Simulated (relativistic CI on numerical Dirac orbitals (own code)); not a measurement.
**Cu²⁺: L2,3 absorption with charge transfer**

Aim: the L2,3 absorption spectrum of Cu²⁺ in a cubic metal-ligand cluster, for 5 values of Veg.

Program: relativistic CI on numerical Dirac orbitals (own code) version 3. Level of theory: charge-transfer multiplet model of a cubic metal-ligand cluster with up to 3 ligand holes, Slater and spin-orbit integrals from Dirac-Coulomb-Breit ions, Slater integrals scaled by 0.9. These are calculated values, not measurements, unless marked.

**1. What is computed**

| Property | Result |
| --- | --- |
| ion | Cu²⁺ (Cu III) |
| nuclear charge | 29 |
| electrons | 27 |
| d electrons | 9 |
| ligand holes at most | 1 |
| parameters | in eV; Veg, Vt2g hoppings, tenDq and tenDqL metal and ligand splittings (negative tenDq: tetrahedral), red the scaling of hopping with a core hole |
| temperature | 300 K |
| widths | Lorentz 0.4 eV, Gauss 0.3 eV |

**2. Veg = 2.15 eV**

The run's settings:

```ini
cluster ion=Cu2+ d9 ligand_holes=3 slater_scale=0.9
Delta=1.3 Udd=6.6 Upd=7.7 tenDq=0.65 tenDqL=0.8 Veg=2.15 Vt2g=-1.03 red=0.8
spectrum xas L2,3 T=300 lorentz=0.4 gauss=0.3
```

On the command line:

```
$ python run_levels.py task.json out
```

task.json lists these runs, among others, and the program works through them in turn.

Results of the run (chosen fields of its result record, rounded):

```text
status: converged
curve, one point in 2 above 2 % of the maximum [energy, intensity] [eV from the first main peak; 1/eV]:
  - [-1.5, 0.02013]
  - [-1.3, 0.02678]
  - [-1.1, 0.03737]
  - [-0.9, 0.05577]
  - [-0.7, 0.09199]
  - [-0.5, 0.1772]
  - [-0.3, 0.4041]
  - [-0.1, 0.7973]
  - [0.1, 0.8209]
  - [0.3, 0.4304]
  - [0.5, 0.1876]
  - [0.7, 0.09604]
  - [0.9, 0.05768]
  - [1.1, 0.03842]
  - [1.3, 0.02742]
  - [1.5, 0.02055]
  - [19.1, 0.019]
  - [19.3, 0.02992]
  - [19.5, 0.05377]
  - [19.7, 0.1161]
  - [19.9, 0.2585]
  - [20.1, 0.3561]
  - [20.3, 0.2331]
  - [20.5, 0.1023]
  - [20.7, 0.04869]
  - [20.9, 0.02773]
  - [21.1, 0.01787]
weights: [0.636898, 0.363102]
n_d: 9.3631
n_eg: 3.36536
ground_S: 0.5
ground_energy [eV]: -2.02312
cluster_levels [E_eV, degeneracy, S, weight_dn]:
  - [7.55e-15, 4, 0.5, 0.6369]
  - [1.651, 2, 0.5, 0.789]
  - [1.77, 4, 0.5, 0.7662]
  - [4.176, 2, 0.5, 0.211]
  - [4.205, 4, 0.5, 0.23]
atomic [eV]: {"ground": {"F2dd": 12.4498, "F4dd": 7.76779, "zeta_d": 0.0994574}, "final": {"F2dd": 12.4498, "F4dd": 7.76779, "zeta_d": 0.109594, "zeta_core": 13.385, "F2cd": 0.0, "G1cd": 0.0, "G3cd": 0.0}}
```

It took 1.3 s on 1 thread of Neoverse-V1, shared host; peak memory 0.18 GiB.

**3. Veg = 1.25 eV**

The run's settings:

```ini
cluster ion=Cu2+ d9 ligand_holes=3 slater_scale=0.9
Delta=1.3 Udd=6.6 Upd=7.7 tenDq=0.65 tenDqL=0.8 Veg=1.25 Vt2g=-0.6 red=0.8
spectrum xas L2,3 T=300 lorentz=0.4 gauss=0.3
```

Result record:

```text
status: converged
curve, one point in 2 above 2 % of the maximum [energy, intensity] [eV from the first main peak; 1/eV]:
  - [-1.5, 0.02078]
  - [-1.3, 0.02764]
  - [-1.1, 0.03857]
  - [-0.9, 0.05757]
  - [-0.7, 0.09496]
  - [-0.5, 0.1829]
  - [-0.3, 0.4172]
  - [-0.1, 0.8231]
  - [0.1, 0.8474]
  - [0.3, 0.4443]
  - [0.5, 0.1937]
  - [0.7, 0.09914]
  - [0.9, 0.05954]
  - [1.1, 0.03965]
  - [1.3, 0.0283]
  - [1.5, 0.02121]
  - [19.2, 0.02164]
  - [19.4, 0.03613]
  - [19.6, 0.07097]
  - [19.8, 0.1631]
  - [20, 0.3053]
  - [20.2, 0.288]
  - [20.4, 0.1438]
  - [20.6, 0.06331]
  - [20.8, 0.03314]
  - [21, 0.02022]
weights: [0.720826, 0.279174]
n_d: 9.27917
n_eg: 3.28489
ground_S: 0.5
ground_energy [eV]: -1.18154
cluster_levels [E_eV, degeneracy, S, weight_dn]:
  - [3.997e-15, 4, 0.5, 0.7208]
  - [1.127, 2, 0.5, 0.8862]
  - [1.263, 4, 0.5, 0.8635]
  - [2.785, 4, 0.5, 0.2794]
  - [3.017, 2, 0.5, 0.1138]
atomic [eV]: {"ground": {"F2dd": 12.4498, "F4dd": 7.76779, "zeta_d": 0.0994574}, "final": {"F2dd": 12.4498, "F4dd": 7.76779, "zeta_d": 0.109594, "zeta_core": 13.385, "F2cd": 0.0, "G1cd": 0.0, "G3cd": 0.0}}
```

It took 1.2 s on 1 thread of Neoverse-V1, shared host; peak memory 0.18 GiB.

**4. Veg = 1.55 eV**

The run's settings:

```ini
cluster ion=Cu2+ d9 ligand_holes=3 slater_scale=0.9
Delta=1.3 Udd=6.6 Upd=7.7 tenDq=0.65 tenDqL=0.8 Veg=1.55 Vt2g=-0.74 red=0.8
spectrum xas L2,3 T=300 lorentz=0.4 gauss=0.3
```

Result record:

```text
status: converged
curve, one point in 2 above 2 % of the maximum [energy, intensity] [eV from the first main peak; 1/eV]:
  - [-1.5, 0.0205]
  - [-1.3, 0.02728]
  - [-1.1, 0.03806]
  - [-0.9, 0.05681]
  - [-0.7, 0.09371]
  - [-0.5, 0.1805]
  - [-0.3, 0.4117]
  - [-0.1, 0.8122]
  - [0.1, 0.8362]
  - [0.3, 0.4385]
  - [0.5, 0.1911]
  - [0.7, 0.09783]
  - [0.9, 0.05876]
  - [1.1, 0.03913]
  - [1.3, 0.02793]
  - [1.5, 0.02093]
  - [19.2, 0.02244]
  - [19.4, 0.03747]
  - [19.6, 0.0736]
  - [19.8, 0.1691]
  - [20, 0.3166]
  - [20.2, 0.2987]
  - [20.4, 0.1491]
  - [20.6, 0.06566]
  - [20.8, 0.03437]
  - [21, 0.02097]
weights: [0.684132, 0.315868]
n_d: 9.31587
n_eg: 3.31988
ground_S: 0.5
ground_energy [eV]: -1.45527
cluster_levels [E_eV, degeneracy, S, weight_dn]:
  - [4.885e-15, 4, 0.5, 0.6841]
  - [1.306, 2, 0.5, 0.8511]
  - [1.436, 4, 0.5, 0.8277]
  - [3.327, 4, 0.5, 0.2926]
  - [3.385, 2, 0.5, 0.1489]
atomic [eV]: {"ground": {"F2dd": 12.4498, "F4dd": 7.76779, "zeta_d": 0.0994574}, "final": {"F2dd": 12.4498, "F4dd": 7.76779, "zeta_d": 0.109594, "zeta_core": 13.385, "F2cd": 0.0, "G1cd": 0.0, "G3cd": 0.0}}
```

Wall time 1.2 s (1 thread of Neoverse-V1, shared host); peak memory 0.18 GiB.

**5. Veg = 2.45 eV**

The run's settings:

```ini
cluster ion=Cu2+ d9 ligand_holes=3 slater_scale=0.9
Delta=1.3 Udd=6.6 Upd=7.7 tenDq=0.65 tenDqL=0.8 Veg=2.45 Vt2g=-1.17 red=0.8
spectrum xas L2,3 T=300 lorentz=0.4 gauss=0.3
```

Result record:

```text
status: converged
curve, one point in 3 above 2 % of the maximum [energy, intensity] [eV from the first main peak; 1/eV]:
  - [-1.5, 0.02]
  - [-1.2, 0.0312]
  - [-0.9, 0.05539]
  - [-0.6, 0.1239]
  - [-0.3, 0.4014]
  - [0, 0.887]
  - [0.3, 0.4275]
  - [0.6, 0.1302]
  - [0.9, 0.05729]
  - [1.2, 0.03201]
  - [1.5, 0.02041]
  - [19.2, 0.02393]
  - [19.5, 0.05468]
  - [19.8, 0.1804]
  - [20.1, 0.3621]
  - [20.4, 0.1591]
  - [20.7, 0.04951]
  - [21, 0.02236]
weights: [0.621054, 0.378946]
n_d: 9.37895
n_eg: 3.38072
ground_S: 0.5
ground_energy [eV]: -2.31264
cluster_levels [E_eV, degeneracy, S, weight_dn]:
  - [7.55e-15, 4, 0.5, 0.6211]
  - [1.824, 2, 0.5, 0.7646]
  - [1.939, 4, 0.5, 0.7426]
  - [4.582, 2, 0.5, 0.2354]
  - [4.616, 4, 0.5, 0.2543]
atomic [eV]: {"ground": {"F2dd": 12.4498, "F4dd": 7.76779, "zeta_d": 0.0994574}, "final": {"F2dd": 12.4498, "F4dd": 7.76779, "zeta_d": 0.109594, "zeta_core": 13.385, "F2cd": 0.0, "G1cd": 0.0, "G3cd": 0.0}}
```

It took 1.2 s on 1 thread of Neoverse-V1, shared host; peak memory 0.18 GiB.

**6. Veg = 2.75 eV**

The run's settings:

```ini
cluster ion=Cu2+ d9 ligand_holes=3 slater_scale=0.9
Delta=1.3 Udd=6.6 Upd=7.7 tenDq=0.65 tenDqL=0.8 Veg=2.75 Vt2g=-1.32 red=0.8
spectrum xas L2,3 T=300 lorentz=0.4 gauss=0.3
```

Result record:

```text
status: converged
curve, one point in 3 above 2 % of the maximum [energy, intensity] [eV from the first main peak; 1/eV]:
  - [-1.5, 0.01989]
  - [-1.2, 0.03103]
  - [-0.9, 0.05509]
  - [-0.6, 0.1232]
  - [-0.3, 0.3992]
  - [0, 0.8822]
  - [0.3, 0.4252]
  - [0.6, 0.1295]
  - [0.9, 0.05698]
  - [1.2, 0.03183]
  - [1.5, 0.0203]
  - [19.2, 0.02424]
  - [19.5, 0.0554]
  - [19.8, 0.1828]
  - [20.1, 0.367]
  - [20.4, 0.1612]
  - [20.7, 0.05017]
  - [21, 0.02265]
weights: [0.608412, 0.391588]
n_d: 9.39159
n_eg: 3.39303
ground_S: 0.5
ground_energy [eV]: -2.60437
cluster_levels [E_eV, degeneracy, S, weight_dn]:
  - [5.773e-15, 4, 0.5, 0.6084]
  - [1.986, 2, 0.5, 0.7419]
  - [2.098, 4, 0.5, 0.721]
  - [5.003, 2, 0.5, 0.2581]
  - [5.041, 4, 0.5, 0.2765]
atomic [eV]: {"ground": {"F2dd": 12.4498, "F4dd": 7.76779, "zeta_d": 0.0994574}, "final": {"F2dd": 12.4498, "F4dd": 7.76779, "zeta_d": 0.109594, "zeta_core": 13.385, "F2cd": 0.0, "G1cd": 0.0, "G3cd": 0.0}}
```

Run time: 1.2 s. Hardware: 1 thread of Neoverse-V1, shared host; peak memory 0.18 GiB.

**7. The spectra side by side**

| run | d count | weight without ligand hole | ground S | up to four highest peaks (% of the highest), eV from the first main peak |
| --- | --- | --- | --- | --- |
| Veg = 2.15 eV | 9.36 | 0.64 | 0.50 | 0.0 (100), 20.1 (40) |
| Veg = 1.25 eV | 9.28 | 0.72 | 0.50 | 0.0 (100), 20.1 (35) |
| Veg = 1.55 eV | 9.32 | 0.68 | 0.50 | 0.0 (100), 20.1 (37) |
| Veg = 2.45 eV | 9.38 | 0.62 | 0.50 | 0.0 (100), 20.1 (41) |
| Veg = 2.75 eV | 9.39 | 0.61 | 0.50 | 0.0 (100), 20.1 (42) |

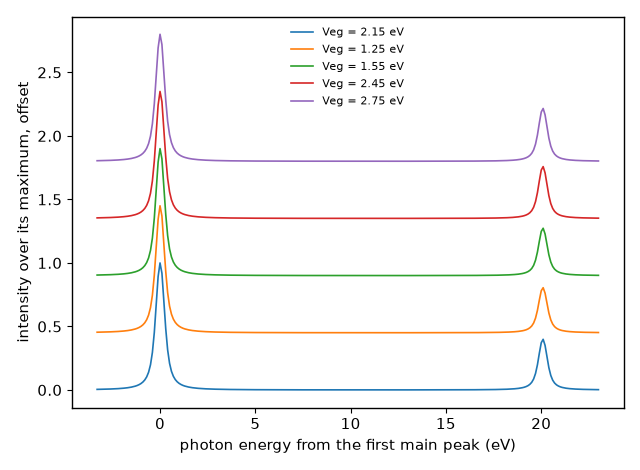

The spectra, each scaled to its maximum and offset.

**8. Summary of results**

| quantity | value |
| --- | --- |
| d count | 9.28 to 9.39 |
| ground spin (effective S from ⟨S²⟩) | 0.50 |

**Reading.** From Veg = 1.25 eV to Veg = 2.75 eV the ground-state d count goes from 9.28 to 9.39. In the first run d9 holds 64 % of the ground state. The cluster parameters are drawn, not fitted to a compound.
